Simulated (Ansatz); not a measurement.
**Run report: C₂H₈Si₂, geometry relaxation (part 2 of 2)**

The same run, continued: C₂H₈Si₂; RKS PBE0-D4/def2-TZVP (Ansatz 0.2.0). The geometry: PBE-D4/def2-SVP start.

### Trajectory as extended XYZ, continued
```
12
Properties=species:S:1:pos:R:3:forces:R:3 step=2 energy=-17950.58501
Si   -0.6659    1.7199   -0.2489    0.0194  -0.0302   0.0605
C    -0.3180    0.4664    1.1031   -0.0184  -0.0893   0.0196
C     0.1642   -0.7742    0.9403   -0.0029   0.0762   0.0502
Si    0.6913   -1.5691   -0.6752   -0.0158   0.0126   0.0610
H    -1.0277    1.0434   -1.5265    0.0235   0.0337   0.0699
H    -1.8049    2.5762    0.1895    0.0548  -0.0387  -0.0358
H     0.5184    2.5973   -0.4830   -0.0684  -0.0438   0.0063
H    -0.5654    0.7828    2.1231    0.0540  -0.0230  -0.1470
H     0.2906   -1.3892    1.8388   -0.0289   0.0688  -0.1369
H     1.1986   -0.5477   -1.6343   -0.0319  -0.0531   0.0521
H    -0.4427   -2.3061   -1.3062    0.0651   0.0395   0.0304
H     1.7795   -2.5449   -0.3813   -0.0505   0.0472  -0.0303
12
Properties=species:S:1:pos:R:3:forces:R:3 step=3 energy=-17950.58661
Si   -0.6656    1.7141   -0.2459   -0.0013  -0.0195   0.0073
C    -0.3247    0.4620    1.1007    0.1133   0.0929   0.0136
C     0.1643   -0.7719    0.9394   -0.0803  -0.0728  -0.0290
Si    0.6907   -1.5646   -0.6706   -0.0205   0.0078   0.0075
H    -1.0221    1.0383   -1.5193   -0.0017  -0.0074  -0.0117
H    -1.8030    2.5698    0.1815   -0.0090   0.0058   0.0026
H     0.5134    2.5897   -0.4809    0.0121   0.0088   0.0040
H    -0.5420    0.7901    2.1188   -0.0746  -0.0244  -0.0044
H     0.2734   -1.3923    1.8305    0.0597   0.0127   0.0176
H     1.1926   -0.5442   -1.6258    0.0037   0.0113  -0.0061
H    -0.4375   -2.2993   -1.3021   -0.0097  -0.0121  -0.0069
H     1.7785   -2.5367   -0.3868    0.0084  -0.0032   0.0054
12
Properties=species:S:1:pos:R:3:forces:R:3 step=4 energy=-17950.58817
Si   -0.6617    1.7143   -0.2455   -0.0040  -0.0094  -0.0022
C    -0.3178    0.4646    1.1014   -0.0326   0.0275   0.0070
C     0.1616   -0.7729    0.9391    0.0339  -0.0221  -0.0061
Si    0.6867   -1.5649   -0.6708    0.0026   0.0087   0.0006
H    -1.0169    1.0370   -1.5184   -0.0015  -0.0060  -0.0147
H    -1.8009    2.5684    0.1804   -0.0108   0.0071   0.0051
H     0.5157    2.5918   -0.4801    0.0140   0.0095   0.0014
H    -0.5603    0.7833    2.1167    0.0130   0.0090   0.0083
H     0.2885   -1.3866    1.8322   -0.0143  -0.0168   0.0118
H     1.1870   -0.5436   -1.6257    0.0033   0.0101  -0.0117
H    -0.4403   -2.3017   -1.3021   -0.0137  -0.0092  -0.0035
H     1.7763   -2.5349   -0.3878    0.0100  -0.0085   0.0041
12
Properties=species:S:1:pos:R:3:forces:R:3 step=5 energy=-17950.58835
Si   -0.6593    1.7144   -0.2459    0.0047  -0.0096   0.0030
C    -0.3165    0.4652    1.1025   -0.0157   0.0152  -0.0074
C     0.1605   -0.7736    0.9398    0.0175  -0.0099  -0.0121
Si    0.6843   -1.5648   -0.6715   -0.0056   0.0081   0.0048
H    -1.0032    1.0354   -1.5215   -0.0051   0.0037  -0.0043
H    -1.8045    2.5634    0.1758   -0.0043   0.0009  -0.0010
H     0.5163    2.5973   -0.4724    0.0041   0.0056   0.0007
H    -0.5559    0.7868    2.1176    0.0055  -0.0002   0.0106
H     0.2841   -1.3902    1.8317   -0.0070  -0.0054   0.0125
H     1.1740   -0.5409   -1.6298    0.0058  -0.0023  -0.0047
H    -0.4421   -2.3089   -1.2966   -0.0042  -0.0054  -0.0015
H     1.7801   -2.5292   -0.3903    0.0043  -0.0007  -0.0006
12
Properties=species:S:1:pos:R:3:forces:R:3 step=6 energy=-17950.58844
Si   -0.6589    1.7166   -0.2454   -0.0002   0.0006  -0.0004
C    -0.3161    0.4657    1.1012    0.0000   0.0011   0.0011
C     0.1608   -0.7734    0.9384   -0.0001  -0.0012   0.0007
Si    0.6837   -1.5671   -0.6718    0.0004  -0.0005  -0.0005
H    -0.9997    1.0411   -1.5239    0.0004   0.0027   0.0004
H    -1.8075    2.5618    0.1756    0.0002  -0.0015  -0.0005
H     0.5150    2.6040   -0.4665   -0.0007  -0.0001   0.0006
H    -0.5532    0.7865    2.1173   -0.0002   0.0011  -0.0006
H     0.2818   -1.3897    1.8313    0.0003  -0.0010  -0.0009
H     1.1719   -0.5459   -1.6342   -0.0003  -0.0025  -0.0005
H    -0.4421   -2.3159   -1.2931    0.0004  -0.0001   0.0008
H     1.7821   -2.5287   -0.3896   -0.0003   0.0014  -0.0001
12
Properties=species:S:1:pos:R:3:forces:R:3 step=7 energy=-17950.58847
Si   -0.6578    1.7185   -0.2449   -0.0013   0.0048  -0.0013
C    -0.3155    0.4662    1.1003    0.0084  -0.0087  -0.0003
C     0.1607   -0.7734    0.9374   -0.0081   0.0073   0.0032
Si    0.6826   -1.5690   -0.6721    0.0012  -0.0042  -0.0023
H    -0.9927    1.0460   -1.5267    0.0014   0.0016   0.0031
H    -1.8106    2.5590    0.1746    0.0023  -0.0019  -0.0008
H     0.5141    2.6104   -0.4597   -0.0031  -0.0019   0.0012
H    -0.5513    0.7869    2.1169   -0.0029   0.0011  -0.0024
H     0.2802   -1.3898    1.8306    0.0031   0.0008  -0.0040
H     1.1662   -0.5499   -1.6390   -0.0015  -0.0023   0.0022
H    -0.4425   -2.3232   -1.2886    0.0027   0.0013   0.0018
H     1.7845   -2.5267   -0.3893   -0.0021   0.0020  -0.0004
12
Properties=species:S:1:pos:R:3:forces:R:3 step=8 energy=-17950.58850
Si   -0.6565    1.7214   -0.2443   -0.0013   0.0060  -0.0010
C    -0.3146    0.4668    1.0989    0.0117  -0.0136  -0.0012
C     0.1603   -0.7734    0.9357   -0.0117   0.0117   0.0040
Si    0.6812   -1.5719   -0.6725    0.0014  -0.0051  -0.0023
H    -0.9838    1.0523   -1.5297    0.0019   0.0014   0.0036
H    -1.8144    2.5557    0.1736    0.0028  -0.0019  -0.0009
H     0.5126    2.6190   -0.4506   -0.0042  -0.0031   0.0005
H    -0.5493    0.7875    2.1157   -0.0035   0.0009  -0.0021
H     0.2791   -1.3897    1.8291    0.0038   0.0015  -0.0043
H     1.1589   -0.5552   -1.6447   -0.0022  -0.0022   0.0026
H    -0.4428   -2.3330   -1.2828    0.0038   0.0025   0.0016
H     1.7872   -2.5246   -0.3889   -0.0025   0.0018  -0.0004
12
Properties=species:S:1:pos:R:3:forces:R:3 step=9 energy=-17950.58852
Si   -0.6553    1.7247   -0.2434    0.0001   0.0042  -0.0029
C    -0.3134    0.4674    1.0973    0.0070  -0.0080  -0.0015
C     0.1597   -0.7733    0.9339   -0.0064   0.0072   0.0019
Si    0.6798   -1.5754   -0.6729   -0.0006  -0.0029  -0.0037
H    -0.9737    1.0596   -1.5330    0.0008   0.0002   0.0036
H    -1.8186    2.5523    0.1727    0.0026  -0.0016  -0.0004
H     0.5106    2.6283   -0.4411   -0.0036  -0.0025   0.0015
H    -0.5475    0.7880    2.1143   -0.0020   0.0001  -0.0011
H     0.2783   -1.3894    1.8275    0.0019   0.0012  -0.0023
H     1.1507   -0.5613   -1.6509   -0.0009  -0.0011   0.0031
H    -0.4428   -2.3434   -1.2769    0.0030   0.0016   0.0020
H     1.7901   -2.5227   -0.3881   -0.0020   0.0016  -0.0001
12
Properties=species:S:1:pos:R:3:forces:R:3 step=10 energy=-17950.58853
Si   -0.6546    1.7261   -0.2433   -0.0002   0.0011   0.0017
C    -0.3124    0.4679    1.0963   -0.0005  -0.0025  -0.0007
C     0.1594   -0.7732    0.9329   -0.0012   0.0017   0.0004
Si    0.6788   -1.5768   -0.6733    0.0016  -0.0007   0.0015
H    -0.9695    1.0619   -1.5341    0.0014   0.0018   0.0014
H    -1.8203    2.5505    0.1724    0.0010  -0.0007  -0.0012
H     0.5096    2.6327   -0.4365   -0.0023  -0.0019  -0.0013
H    -0.5468    0.7884    2.1133    0.0012   0.0003  -0.0002
H     0.2782   -1.3892    1.8264   -0.0003   0.0004  -0.0008
H     1.1476   -0.5635   -1.6530   -0.0017  -0.0018   0.0003
H    -0.4431   -2.3482   -1.2742    0.0020   0.0021  -0.0002
H     1.7908   -2.5217   -0.3875   -0.0009   0.0002  -0.0010
```

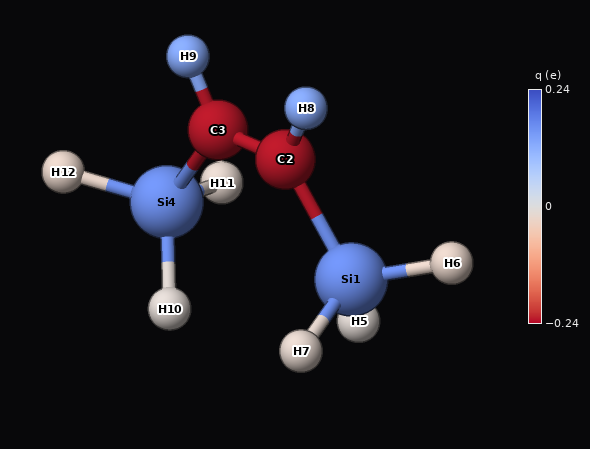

*Mulliken charges, as the colour of each atom (ball-and-stick view, seen at a tilt; atoms are numbered from 1 in the order of the input; Mulliken charges depend strongly on the basis).*

By element: Si +0.16, C −0.23 and H −0.02 to +0.13 e.

The run was set up as follows.

### Input
```yaml
crystal:
  periodic: [false, false, false]
  atoms:
    - {symbol: Si, position_ang: [-0.676915, 1.740001, -0.245499]}
    - {symbol: C, position_ang: [-0.327207, 0.470606, 1.107996]}
    - {symbol: C, position_ang: [0.169553, -0.781258, 0.944230]}
    - {symbol: Si, position_ang: [0.702400, -1.589474, -0.676379]}
    - {symbol: H, position_ang: [-1.045264, 1.064039, -1.539025]}
    - {symbol: H, position_ang: [-1.822638, 2.611279, 0.195644]}
    - {symbol: H, position_ang: [0.517911, 2.628482, -0.487830]}
    - {symbol: H, position_ang: [-0.569245, 0.792510, 2.140816]}
    - {symbol: H, position_ang: [0.295107, -1.402976, 1.853333]}
    - {symbol: H, position_ang: [1.217923, -0.563590, -1.649866]}
    - {symbol: H, position_ang: [-0.440612, -2.333943, -1.320404]}
    - {symbol: H, position_ang: [1.796886, -2.580777, -0.383616]}
basis:
  gaussian: {orbitals: def2-TZVP}
hamiltonian: {xc: pbe0, dispersion: d4}
relax: {f_tol: 0.005, max_steps: 150}
```

Command:
```bash
ansatz run in.yaml --threads 4 --pin off --events-out ev --progress --plain --max-ram 10444MiB
```

### Summary

```csv
quantity,value
outcome,converged
total energy,−17950.5886 eV
mean-field energy,−17950.3569 eV
dispersion energy,−0.2316 eV
SCF solution under orbital rotations,stable
largest force (length of the vector) at the end,0.003 eV/Å
dipole moment,0.84 D
hardware,"4 threads of Arm Neoverse V1, 23 GiB of memory available, shared host"
wall time,29 s (CPU time 1.8 min)
peak memory,0.46 GiB
```
